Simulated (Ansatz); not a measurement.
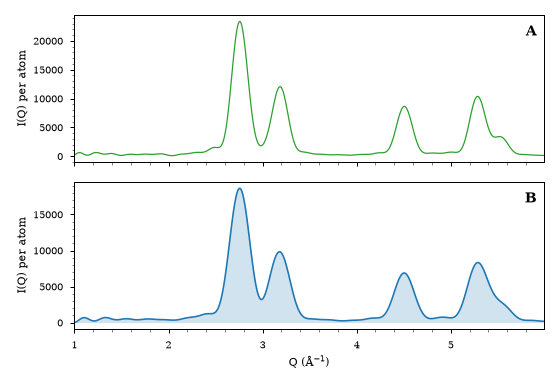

X-ray scattering of spheres cut from the crystal structure of Pt (Fm-3m, a = 3.940 Å, b = 3.940 Å, c = 3.940 Å, α = 90.00°, β = 90.00°, γ = 90.00°), calculated atom by atom with the Debye equation (B = 0.5 Å², no relaxation of the surface). It is based on the input geometry of an electronic-structure calculation (not necessarily at equilibrium).

The spheres are 28 and 36 Å across. Which curve is which?

curve A: 36 Å (1553 atoms); curve B: 28 Å (767 atoms). Peak widths go roughly as 2π/D, so the largest sphere has the sharpest peaks.

Index the main peaks of the largest sphere.

Q ≈ 2.76 Å⁻¹: 111; Q ≈ 3.19 Å⁻¹: 200; Q ≈ 4.51 Å⁻¹: 220; Q ≈ 5.29 Å⁻¹: 311.
